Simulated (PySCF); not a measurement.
# [GdCl4]−: forces at shaken geometries

How stiff is [GdCl4]−? Its atoms are displaced at random by several amounts. The structure is generated, not taken from experiment.

The runs use PySCF 2.14.0; BP86, Gd lcecp-1-SVP with ECP53, Cl def2-SVP; scalar-relativistic core potentials, no spin–orbit coupling.

4 further runs of the same task are left out: 2 for a known fault of the program, 2 that didn't finish.

### 1 Starting geometry

5 atoms, charge -1, spin multiplicity 1.

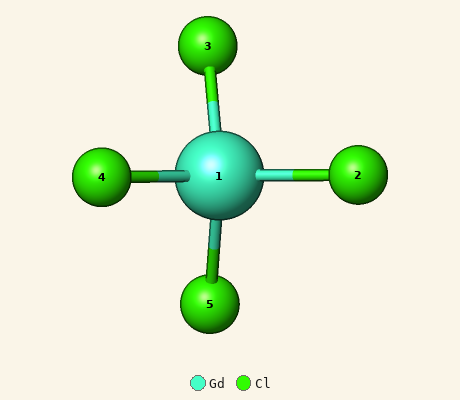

The structure; gadolinium teal, chlorine green; atoms are numbered from 1 in the order of the file.

As a file:

```xyz
5
Cl4Gd
Gd    0.00000    0.00000    0.00000
Cl    1.48170    1.48170    1.48170
Cl   -1.48170   -1.48170    1.48170
Cl    1.48170   -1.48170   -1.48170
Cl   -1.48170    1.48170   -1.48170
```

Formal oxidation states: Gd +3. Each metal's 7 4f electrons lie in its core potential, so multiplicities, spins and levels count the valence alone. An earlier session relaxed this geometry at BP86, Gd lcecp-1-SVP with ECP53, Cl def2-SVP (singlet, point group Td).

Its energy there is -1876.822192 Eh.

### 2 Atoms moved at random, σ = 0.15 Å

run.py (the lines that set the calculation)

```python
mol = gto.M(atom='''
Gd     0.13867     0.09687    -0.01736
Cl     1.56953     1.29275     1.35800
Cl    -1.55827    -1.40128     1.84232
Cl     1.39925    -1.56107    -1.45347
Cl    -1.54918     1.57273    -1.72950''',
    basis={'Gd': 'lcecp-1-SVP', 'Cl': 'def2-SVP'},
    ecp={'Gd': 'lcecp-1-SVP'},
    charge=-1, spin=0)
mf = dft.RKS(mol, xc='B88,P86')
mf.grids.atom_grid = (50, 194)  # f atoms: unpruned, at least (60, 302)
mf = mf.density_fit()  # fitting sets: Gd AutoAux, Cl def2-universal-JKFIT
mf.conv_tol = 1e-08; mf.max_cycle = 55
mf.kernel(dm0)  # dm0: the density of the relaxed state
```

The run is started by

```
> OMP_NUM_THREADS=2 python run.py
```

Log:

```text
init E= -1876.77161606801
  HOMO = -0.150974114328737  LUMO = 0.0402034673285889  gap/eV = 5.20221
cycle= 1 E= -1876.7614361631  delta_E= 0.0102  |g|= 0.244  |ddm|= 0.764
  HOMO = -0.0407630089752881  LUMO = 0.0838107130976616  gap/eV = 3.38982
cycle= 2 E= -1876.73332358536  delta_E= 0.0281  |g|= 0.392  |ddm|= 0.928
  HOMO = -0.0881811727213952  LUMO = 0.0824933991463923  gap/eV = 4.64429
cycle= 3 E= -1876.78399152765  delta_E= -0.0507  |g|= 0.0427  |ddm|= 0.542
  HOMO = -0.0859643549381939  LUMO = 0.078387787284082  gap/eV = 4.47225
cycle= 4 E= -1876.78437634998  delta_E= -0.000385  |g|= 0.0278  |ddm|= 0.0973
  HOMO = -0.0888402264746846  LUMO = 0.0796711840005882  gap/eV = 4.58543
cycle= 5 E= -1876.78463838619  delta_E= -0.000262  |g|= 0.00565  |ddm|= 0.0433
  HOMO = -0.0891112219535428  LUMO = 0.0794895503182132  gap/eV = 4.58786
cycle= 6 E= -1876.78464735367  delta_E= -8.97e-06  |g|= 0.00159  |ddm|= 0.0088
  HOMO = -0.0889883831232887  LUMO = 0.0795908848340556  gap/eV = 4.58728
cycle= 7 E= -1876.78464812749  delta_E= -7.74e-07  |g|= 0.000417  |ddm|= 0.0026
  HOMO = -0.0890056551156565  LUMO = 0.0795919002030101  gap/eV = 4.58777
cycle= 8 E= -1876.78464818812  delta_E= -6.06e-08  |g|= 7.36e-05  |ddm|= 0.000641
  HOMO = -0.0890021945325021  LUMO = 0.0795878883674471  gap/eV = 4.58757
cycle= 9 E= -1876.78464818964  delta_E= -1.52e-09  |g|= 1.42e-05  |ddm|= 9.44e-05
  HOMO = -0.0890031547090787  LUMO = 0.0795887985494513  gap/eV = 4.58762
Extra cycle  E= -1876.78464818957  delta_E= 7.23e-11  |g|= 2.08e-05  |ddm|= 4.64e-05
converged SCF energy = -1876.78464818957
```

It took 5.4 s on 2 threads of Arm Neoverse V1, shared host.

Result: E = -1876.784648 Eh (+1.022 eV from the relaxed state), HOMO -2.42 eV, LUMO 2.17 eV, Mulliken charge on Gd1 +0.55 e, largest force component 4.397 eV/Å. 

| atom | Fx | Fy | Fz (eV/Å) |
| --- | --- | --- | --- |
| Gd1 | -4.397 | -2.029 | -1.721 |
| Cl2 | 2.227 | 1.891 | 1.976 |
| Cl3 | 1.008 | 0.866 | -1.080 |
| Cl4 | 0.216 | -0.088 | -0.085 |
| Cl5 | 0.946 | -0.639 | 0.910 |

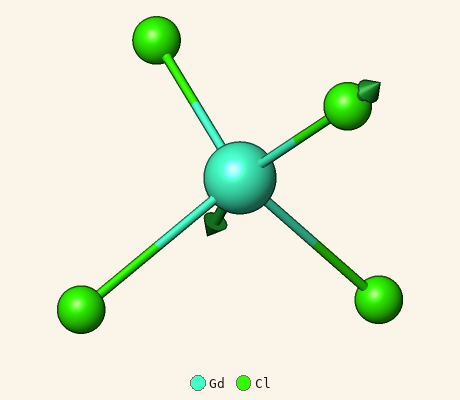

Forces as arrows, the longest for the largest force.

### 3 Atoms moved at random, σ = 0.1 Å

run.py (the lines that set the calculation)

```python
mol = gto.M(atom='''
Gd    -0.11006    -0.01438    -0.04932
Cl     1.57897     1.37028     1.38670
Cl    -1.46892    -1.38166     1.43303
Cl     1.38069    -1.48306    -1.41866
Cl    -1.38067     1.50881    -1.35175''',
    basis={'Gd': 'lcecp-1-SVP', 'Cl': 'def2-SVP'},
    ecp={'Gd': 'lcecp-1-SVP'},
    charge=-1, spin=0)
mf = dft.RKS(mol, xc='B88,P86')
mf.grids.atom_grid = (50, 194)  # f atoms: unpruned, at least (60, 302)
mf = mf.density_fit()  # fitting sets: Gd AutoAux, Cl def2-universal-JKFIT
mf.conv_tol = 1e-08; mf.max_cycle = 55
mf.kernel(dm0)  # dm0: the density of the relaxed state
```

The run is started by

```
> OMP_NUM_THREADS=2 python run.py
```

Log:

```text
init E= -1876.86239370045
  HOMO = -0.0979138232834729  LUMO = 0.118995986237567  gap/eV = 5.90242
cycle= 1 E= -1876.80423364576  delta_E= 0.0582  |g|= 0.0883  |ddm|= 0.422
  HOMO = -0.0868258959155668  LUMO = 0.105709858634659  gap/eV = 5.23916
cycle= 2 E= -1876.80098939017  delta_E= 0.00324  |g|= 0.138  |ddm|= 0.332
  HOMO = -0.101958427294581  LUMO = 0.105346877711011  gap/eV = 5.64106
cycle= 3 E= -1876.80711944505  delta_E= -0.00613  |g|= 0.0118  |ddm|= 0.19
  HOMO = -0.102697266502147  LUMO = 0.106019872942893  gap/eV = 5.67948
cycle= 4 E= -1876.80714858959  delta_E= -2.91e-05  |g|= 0.00636  |ddm|= 0.0194
  HOMO = -0.102457713728041  LUMO = 0.105856816726382  gap/eV = 5.66853
cycle= 5 E= -1876.80716100352  delta_E= -1.24e-05  |g|= 0.00152  |ddm|= 0.0102
  HOMO = -0.102681944345553  LUMO = 0.105905960756723  gap/eV = 5.67597
cycle= 6 E= -1876.80716179413  delta_E= -7.91e-07  |g|= 0.000215  |ddm|= 0.00239
  HOMO = -0.102651283927242  LUMO = 0.10592040371067  gap/eV = 5.67552
cycle= 7 E= -1876.80716180591  delta_E= -1.18e-08  |g|= 7.49e-05  |ddm|= 0.000329
  HOMO = -0.102648567155595  LUMO = 0.105922796812397  gap/eV = 5.67552
cycle= 8 E= -1876.80716180753  delta_E= -1.62e-09  |g|= 2.53e-05  |ddm|= 0.000124
  HOMO = -0.1026451004355  LUMO = 0.105921171669482  gap/eV = 5.67538
Extra cycle  E= -1876.80716180725  delta_E= 2.82e-10  |g|= 3.89e-05  |ddm|= 9.07e-05
converged SCF energy = -1876.80716180725
```

Wall time 5.2 s (2 threads of Arm Neoverse V1, shared host).

It gives: E = -1876.807162 Eh (+0.409 eV from the relaxed state), HOMO -2.79 eV, LUMO 2.88 eV, Mulliken charge on Gd1 +0.45 e, largest force component 2.461 eV/Å. 

| atom | Fx | Fy | Fz (eV/Å) |
| --- | --- | --- | --- |
| Gd1 | 2.461 | -0.122 | 1.179 |
| Cl2 | -0.226 | -0.085 | -0.101 |
| Cl3 | -1.073 | -0.971 | 1.021 |
| Cl4 | 0.379 | -0.515 | -0.559 |
| Cl5 | -1.541 | 1.693 | -1.541 |

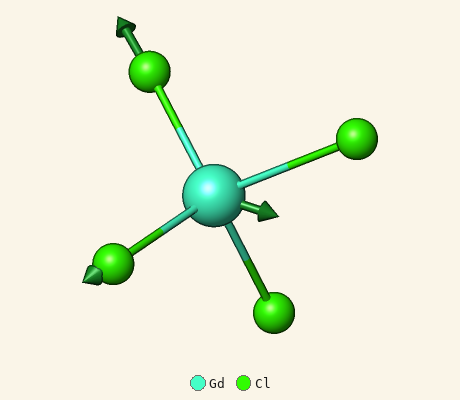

Forces as arrows, the longest for the largest force.

### 4 Atoms moved at random, σ = 0.03 Å

run.py (the lines that set the calculation)

```python
mol = gto.M(atom='''
Gd    -0.02551     0.00152    -0.00064
Cl     1.50541     1.50901     1.48829
Cl    -1.50830    -1.45421     1.45927
Cl     1.48405    -1.49102    -1.47107
Cl    -1.45565     1.43471    -1.47584''',
    basis={'Gd': 'lcecp-1-SVP', 'Cl': 'def2-SVP'},
    ecp={'Gd': 'lcecp-1-SVP'},
    charge=-1, spin=0)
mf = dft.RKS(mol, xc='B88,P86')
mf.grids.atom_grid = (50, 194)  # f atoms: unpruned, at least (60, 302)
mf = mf.density_fit()  # fitting sets: Gd AutoAux, Cl def2-universal-JKFIT
mf.conv_tol = 1e-08; mf.max_cycle = 55
mf.kernel(dm0)  # dm0: the density of the relaxed state
```

The run is started by

```
> OMP_NUM_THREADS=2 python run.py
```

Log:

```text
init E= -1876.82543978375
  HOMO = -0.114323829868596  LUMO = 0.104724101676262  gap/eV = 5.96060
cycle= 1 E= -1876.82033916223  delta_E= 0.0051  |g|= 0.0405  |ddm|= 0.129
  HOMO = -0.105776257506111  LUMO = 0.104647304940011  gap/eV = 5.72592
cycle= 2 E= -1876.81955574979  delta_E= 0.000783  |g|= 0.0659  |ddm|= 0.155
  HOMO = -0.112512461417303  LUMO = 0.104094916300402  gap/eV = 5.89419
cycle= 3 E= -1876.82098237216  delta_E= -0.00143  |g|= 0.0043  |ddm|= 0.0877
  HOMO = -0.112702067327077  LUMO = 0.104101728863013  gap/eV = 5.89953
cycle= 4 E= -1876.82098743209  delta_E= -5.06e-06  |g|= 0.00138  |ddm|= 0.00573
  HOMO = -0.112849903597485  LUMO = 0.104083606428463  gap/eV = 5.90306
cycle= 5 E= -1876.82098811901  delta_E= -6.87e-07  |g|= 0.000207  |ddm|= 0.00206
  HOMO = -0.112851248184584  LUMO = 0.104085514600974  gap/eV = 5.90315
cycle= 6 E= -1876.82098813077  delta_E= -1.18e-08  |g|= 6.61e-05  |ddm|= 0.000344
  HOMO = -0.11285141323637  LUMO = 0.104087345248934  gap/eV = 5.90320
cycle= 7 E= -1876.82098813215  delta_E= -1.37e-09  |g|= 1.27e-05  |ddm|= 0.000101
  HOMO = -0.112850517449641  LUMO = 0.104087042148842  gap/eV = 5.90317
Extra cycle  E= -1876.82098813213  delta_E= 1.68e-11  |g|= 1.47e-05  |ddm|= 3.24e-05
converged SCF energy = -1876.82098813213
```

It took 4.9 s on 2 threads of Arm Neoverse V1, shared host.

It gives: E = -1876.820988 Eh (+0.033 eV from the relaxed state), HOMO -3.07 eV, LUMO 2.83 eV, Mulliken charge on Gd1 +0.55 e, largest force component 0.859 eV/Å. 

| atom | Fx | Fy | Fz (eV/Å) |
| --- | --- | --- | --- |
| Gd1 | 0.859 | -0.078 | 0.341 |
| Cl2 | -0.235 | -0.199 | -0.197 |
| Cl3 | -0.162 | -0.148 | 0.152 |
| Cl4 | -0.095 | 0.066 | 0.066 |
| Cl5 | -0.367 | 0.359 | -0.362 |

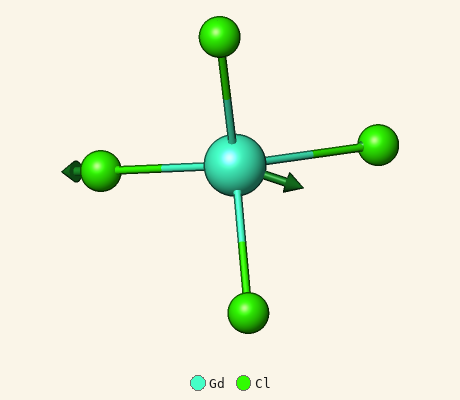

Forces as arrows, the longest for the largest force.

### 5 Results

| σ (Å) | energy rise (eV) | harmonic estimate −½ F·u (eV) | largest force component (eV/Å) |
| --- | --- | --- | --- |
| 0.15 | 1.022 | 0.970 | 4.40 |
| 0.1 | 0.409 | 0.437 | 2.46 |
| 0.03 | 0.033 | 0.033 | 0.86 |

Every displacement raises the energy. For a harmonic well the rise equals −½ F·u; the two differ by at most 7 % here (a move with σ = 0.1 Å), from anharmonicity, the grid and the small forces left at the relaxed point. The bases are small and lack diffuse functions. Spin–orbit coupling is left out.
